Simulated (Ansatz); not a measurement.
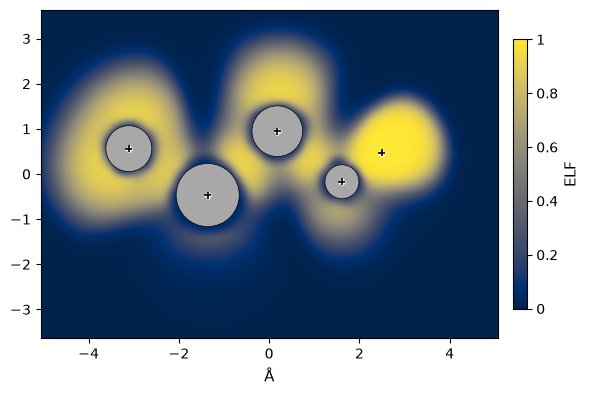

The ELF on a plane through atoms (crosses mark nuclei in the plane; grey discs cover the cores).

The calculation used RKS PBE0-D4/def2-TZVPP in Ansatz.

Candidates:
A. CH3Cl3SSi (SMILES CS[Si](Cl)(Cl)Cl)
B. ClFH3HfNO (SMILES [NH2][Hf]([OH])([F])[Cl])
C. Cl2H2O2Zr (SMILES [OH][Zr]([OH])([Cl])[Cl])

> Which candidate gave the map?

Candidate A: CH3Cl3SSi on the plane of atoms S2, Si3 and Cl5, which holds C, S, Si, Cl and H. C–S (1.82 Å): the ELF peaks at about 0.90 between the atoms: localised, covalent bonding. Si–Cl (2.03 Å): the ELF peaks at about 0.85 between the atoms; a shared but strongly polarised pair.
